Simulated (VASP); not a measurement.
Band structure of Ag2S (space group P2_12_12_1). Computed with PBEsol GGA, VASP's PBE PAW potentials (set 64) (plane waves; VASP 6.6.1).

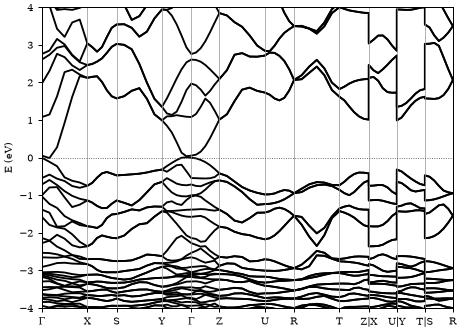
Fig. 1. Bands along high-symmetry lines, zero at the valence-band maximum or, without a gap, the Fermi level

### Question
Read the plot: is there a gap, and where are the band edges?

### Answer
It has no gap at this level: it comes out as a metal or semimetal. (Edges off the drawn lines would not show.)

The structure comes from a computed database's Ag2S entry (P2_12_12_1); how it stands against other phases isn't given here. It was relaxed first, which changed the volume by -5 %.
